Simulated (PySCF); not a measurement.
**C3H10Sn (SMILES [CH3][SnH]([CH3])[CH3]) at 6 levels**

Aim: a comparison of 6 runs (HF/STO-3G, HF/def2-SVP, HF/def2-SVPD, SVWN5/def2-SVP, B2PLYP/def2-SVPD, MP2/def2-SVP) of C3H10Sn. 

The calculation is run with PySCF 2.14.0.

### Step 1. Starting point

C3H10Sn has 14 atoms, charge 0, and is taken as a singlet. SMILES: `[CH3][SnH]([CH3])[CH3]`. The coordinates come from a PBE0-D4/def2-TZVP relaxation.

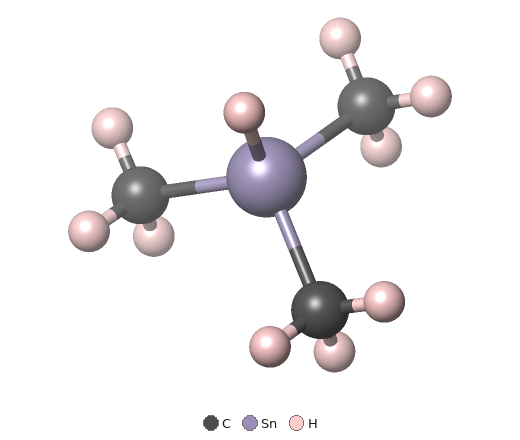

Viewed from a chosen angle; carbon dark grey, tin purple, hydrogen pink.

### Step 2. Energy and gradient at HF/STO-3G (run 1)

run.py

```python
from pyscf import gto, scf

mol = gto.Mole()
mol.atom = '''
C     -2.608767     2.590248    -1.078467
Sn    -0.559548    -0.316907     0.865495
C      3.042648     1.117017     2.047140
C     -0.018141    -3.483143    -1.606645
H     -4.447281     1.886892    -1.689793
H     -2.901485     4.212577     0.158548
H     -1.552410     3.206865    -2.738213
H     -2.249152    -1.264416     3.473695
H      4.103729    -0.340907     3.045294
H      2.795850     2.731032     3.304942
H      4.133587     1.720407     0.404779
H      1.053900    -2.902997    -3.269415
H     -1.836814    -4.232987    -2.222129
H      1.019318    -4.979428    -0.640995
'''
mol.spin = 0
mol.verbose = 4
mol.unit = 'bohr'
mol.charge = 0
mol.max_memory = 1860
mol.basis = 'sto-3g'
mol.build()

mf = scf.RHF(mol)
mf.conv_tol = 1e-10
mf.kernel()
if not mf.converged:
    mf = mf.newton().run(mf.mo_coeff, mf.mo_occ)

e_tot = mf.e_tot
print('E(%s) = %.9f' % ('HF', e_tot))
grad = mf.nuc_grad_method().kernel()
mf.analyze()
```

Started as:

```console
OMP_NUM_THREADS=1 python run.py
```

Standard output:

```text
PySCF version 2.14.0

[... 81 lines left out ...]
Two-electron Energy =                 2714.778911628305650
[... 7 lines left out ...]
MO #4   energy= -145.344733038888  occ= 2
[... 5 lines left out ...]
MO #10  energy= -18.1744472532192  occ= 2
[... 5 lines left out ...]
MO #16  energy= -10.972699499438   occ= 2
[... 5 lines left out ...]
MO #22  energy= -0.901517025929269 occ= 2
[... 5 lines left out ...]
MO #28  energy= -0.839785199496532 occ= 2
[... 5 lines left out ...]
MO #34  energy= -0.499375853004826 occ= 2
[... 5 lines left out ...]
MO #40  energy= 0.433318473259146  occ= 0
[... 5 lines left out ...]
MO #46  energy= 0.735392813665555  occ= 0
[... 5 lines left out ...]
MO #52  energy= 0.768176807044508  occ= 0
[... 30 lines left out ...]
pop of  1 Sn 4dyz         1.98893
pop of  1 Sn 4dz^2        1.99612
pop of  1 Sn 4dxz         1.99155
pop of  1 Sn 4dx2-y2      1.99381
pop of  2 C 1s            1.99978
pop of  2 C 2s            1.05773
pop of  2 C 2px           1.13768
pop of  2 C 2py           1.04170
pop of  2 C 2pz           1.03486
pop of  3 C 1s            1.99978
pop of  3 C 2s            1.05774
pop of  3 C 2px           1.02621
pop of  3 C 2py           1.11010
pop of  3 C 2pz           1.07793
pop of  4 H 1s            0.97685
pop of  5 H 1s            0.97683
pop of  6 H 1s            0.97743
pop of  7 H 1s            1.17185
pop of  8 H 1s            0.97683
pop of  9 H 1s            0.97683
pop of  10 H 1s           0.97744
pop of  11 H 1s           0.97743
pop of  12 H 1s           0.97684
pop of  13 H 1s           0.97683
 ** Mulliken atomic charges  **
charge of    0C =     -0.27175
charge of    1Sn =      0.78042
charge of    2C =     -0.27175
charge of    3C =     -0.27175
charge of    4H =      0.02315
charge of    5H =      0.02317
charge of    6H =      0.02257
charge of    7H =     -0.17185
charge of    8H =      0.02317
charge of    9H =      0.02317
charge of   10H =      0.02256
charge of   11H =      0.02257
charge of   12H =      0.02316
charge of   13H =      0.02317
Dipole moment(X, Y, Z, Debye): -0.05547, -0.03137,  0.08653
```

Run time: 6.3 s. Hardware: 1 thread of Intel Xeon at 2.70GHz, shared host; peak memory 0.13 GiB.

### Step 3. Energy and forces at HF/def2-SVP (core potential) (run 2)

start.xyz

```xyz
14

C     -1.380500     1.370700    -0.570700
Sn    -0.296100    -0.167700     0.458000
C      1.610100     0.591100     1.083300
C     -0.009600    -1.843200    -0.850200
H     -2.353400     0.998500    -0.894200
H     -1.535400     2.229200     0.083900
H     -0.821500     1.697000    -1.449000
H     -1.190200    -0.669100     1.838200
H      2.171600    -0.180400     1.611500
H      1.479500     1.445200     1.748900
H      2.187400     0.910400     0.214200
H      0.557700    -1.536200    -1.730100
H     -0.972000    -2.240000    -1.175900
H      0.539400    -2.635000    -0.339200
```

calc.py

```python
import pyscf.grad
from pyscf import gto

system = gto.M(
    atom='start.xyz',
    charge=0,
    ecp={'Sn': 'def2-svp'},
    basis='def2-svp',
    verbose=4,
    spin=0,
    max_memory=1860,
)

myscf = system.RHF()
myscf.conv_tol = 1e-10
myscf.kernel()
if not myscf.converged:
    myscf = myscf.newton().run(myscf.mo_coeff, myscf.mo_occ)

energy = myscf.e_tot
print('E = %.10f Eh' % energy)
grad = myscf.Gradients().kernel()
myscf.analyze()
```

Started as:

```console
OMP_NUM_THREADS=1 python calc.py
```

Standard output:

```text
PySCF version 2.14.0

[... 84 lines left out ...]
One-electron Energy =                 -954.526549129992077
[... 12 lines left out ...]
MO #8   energy= -1.29774287650098  occ= 2
[... 10 lines left out ...]
MO #19  energy= -0.553700346135348 occ= 2
[... 10 lines left out ...]
MO #30  energy= 0.233730446051457  occ= 0
[... 10 lines left out ...]
MO #41  energy= 0.462107941152997  occ= 0
[... 10 lines left out ...]
MO #52  energy= 0.794836324413971  occ= 0
[... 10 lines left out ...]
MO #63  energy= 0.977898227698724  occ= 0
[... 10 lines left out ...]
MO #74  energy= 1.55558969044652   occ= 0
[... 10 lines left out ...]
MO #85  energy= 2.04530898404903   occ= 0
[... 10 lines left out ...]
MO #96  energy= 2.30875122576897   occ= 0
[... 10 lines left out ...]
MO #107 energy= 3.0493263914552    occ= 0
[... 10 lines left out ...]
MO #118 energy= 52.5467762064035   occ= 0
[... 96 lines left out ...]
pop of  9 H 2s            0.00892
pop of  9 H 2px           0.00038
pop of  9 H 2py           0.00161
pop of  9 H 2pz           0.00084
pop of  10 H 1s           0.90232
pop of  10 H 2s           0.00857
pop of  10 H 2px          0.00081
pop of  10 H 2py          0.00063
pop of  10 H 2pz          0.00130
pop of  11 H 1s           0.90123
pop of  11 H 2s           0.00878
pop of  11 H 2px          0.00100
pop of  11 H 2py          0.00065
pop of  11 H 2pz          0.00144
pop of  12 H 1s           0.89991
pop of  12 H 2s           0.00863
pop of  12 H 2px          0.00139
pop of  12 H 2py          0.00100
pop of  12 H 2pz          0.00075
pop of  13 H 1s           0.90028
pop of  13 H 2s           0.00856
pop of  13 H 2px          0.00095
pop of  13 H 2py          0.00131
pop of  13 H 2pz          0.00053
 ** Mulliken atomic charges  **
charge of    0C =     -0.95655
charge of    1Sn =      2.71808
charge of    2C =     -0.95124
charge of    3C =     -0.95195
charge of    4H =      0.08821
charge of    5H =      0.08785
charge of    6H =      0.08695
charge of    7H =     -0.64794
charge of    8H =      0.08876
charge of    9H =      0.08787
charge of   10H =      0.08636
charge of   11H =      0.08690
charge of   12H =      0.08832
charge of   13H =      0.08837
Dipole moment(X, Y, Z, Debye):  0.29010,  0.16236, -0.44681
```

Wall time 20 s (1 thread of Intel Xeon at 2.70GHz, shared host); peak memory 0.3 GiB.

Runs 3 to 5 aren't shown in full; the table further down has their settings and results.

### Step 4. Energy and gradient at MP2/def2-SVP (core potential) (run 6)

input.xyz

```xyz
14
C3H10Sn
C     -1.380500     1.370700    -0.570700
Sn    -0.296100    -0.167700     0.458000
C      1.610100     0.591100     1.083300
C     -0.009600    -1.843200    -0.850200
H     -2.353400     0.998500    -0.894200
H     -1.535400     2.229200     0.083900
H     -0.821500     1.697000    -1.449000
H     -1.190200    -0.669100     1.838200
H      2.171600    -0.180400     1.611500
H      1.479500     1.445200     1.748900
H      2.187400     0.910400     0.214200
H      0.557700    -1.536200    -1.730100
H     -0.972000    -2.240000    -1.175900
H      0.539400    -2.635000    -0.339200
```

job.py

```python
from pyscf import gto, scf, mp

mol = gto.M(
    atom='input.xyz',
    max_memory=1860,
    verbose=3,
    spin=0,
    basis='def2-svp',
    ecp={'Sn': 'def2-svp'},
)

calc0 = scf.RHF(mol)
calc0.conv_tol = 1e-10
calc0.kernel()
if not calc0.converged:
    calc0 = calc0.newton().run(calc0.mo_coeff, calc0.mo_occ)

pt = mp.MP2(calc0, frozen=7).run()
energy = pt.e_tot
print('Final energy', energy)
grad = pt.nuc_grad_method().kernel()
calc0.analyze()
```

Started as:

```console
OMP_NUM_THREADS=1 python job.py
```

Standard output:

```text
converged SCF energy = -332.666329571843
[... 19 lines left out ...]
MO #8   energy= -1.29774287650098  occ= 2
[... 9 lines left out ...]
MO #18  energy= -0.553717896027972 occ= 2
[... 9 lines left out ...]
MO #28  energy= 0.157727529038528  occ= 0
[... 9 lines left out ...]
MO #38  energy= 0.292024482838065  occ= 0
[... 9 lines left out ...]
MO #48  energy= 0.73071827948216   occ= 0
[... 9 lines left out ...]
MO #58  energy= 0.892069977570925  occ= 0
[... 9 lines left out ...]
MO #68  energy= 1.13869003722043   occ= 0
[... 9 lines left out ...]
MO #78  energy= 1.81141810525167   occ= 0
[... 9 lines left out ...]
MO #88  energy= 2.09734544349617   occ= 0
[... 9 lines left out ...]
MO #98  energy= 2.54347828704878   occ= 0
[... 9 lines left out ...]
MO #108 energy= 3.04936465477114   occ= 0
[... 9 lines left out ...]
MO #118 energy= 52.5467762064035   occ= 0
[... 15 lines left out ...]
Dipole moment(X, Y, Z, Debye):  0.29010,  0.16236, -0.44681
```

Run time: 46 s. Hardware: 1 thread of Intel Xeon at 2.70GHz, shared host; peak memory 1.5 GiB.

### Step 5. Overview of the runs

| run | level | core potential | integration grid | energy (Eh) | dipole moment (D) of the reference | HOMO energy (eV) | LUMO energy (eV) | wall time |
| --- | --- | --- | --- | --- | --- | --- | --- | --- |
| 1 | HF/STO-3G | – | – | -6081.390128 | 0.11 | -9.03 | 11.79 | 6.3 s |
| 2 | HF/def2-SVP (core potential) | def2-svp | – | -332.666330 | 0.56 | -10.62 | 4.15 | 20 s |
| 3 | HF/def2-SVPD (core potential) | def2-svp | – | -332.671392 | 0.57 | -10.63 | 1.99 | 54 s |
| 4 | SVWN5/def2-SVP (core potential) | def2-svp | 5 | -333.016940 | 0.66 | -6.71 | 0.33 | 38 s |
| 5 | B2PLYP/def2-SVPD (core potential) | def2-svp | 5 | -334.111962 | 0.57 | -8.88 | 0.94 | 58 s |
| 6 | MP2/def2-SVP (core potential) | def2-svp | – | -333.229665 | 0.56 | -10.62 | 4.15 | 46 s |

### Step 6. What came out

| quantity | value |
| --- | --- |
| run 6: total energy | -333.22966 Eh |
| run 6: dipole moment (Hartree–Fock density) | 0.56 D |
| run 6: HOMO energy (Hartree–Fock orbitals) | -10.62 eV |
| run 6: LUMO energy (Hartree–Fock orbitals) | 4.15 eV |
| run 6: HOMO–LUMO gap (Hartree–Fock orbitals) | 14.76 eV |
| run 6: correlation energy (7 core orbitals frozen) | -563.3 mEh |
| run 6: largest force on an atom | 0.286 eV/Å |

In words: Over runs 1, 2, 3, 4, 5 the dipole moment (its size) runs from 0.11 D (HF/STO-3G) to 0.66 D (SVWN5/def2-SVP). The two ends differ in method and basis and core potential. The two dipoles point in opposite directions. Over runs 1, 2, 3, 4, 5 the HOMO–LUMO gap runs from 7.03 eV (SVWN5/def2-SVP) to 20.82 eV (HF/STO-3G). Totals of different functionals can't be ranked against each other. Some runs of one species differ in core potentials or relativity; totals across that change don't compare. In run 1 the basis is minimal, so the values are rough. In run 1 relativity is left out where basis or elements ask for it. All runs together took 3.7 min, the longest 58 s.
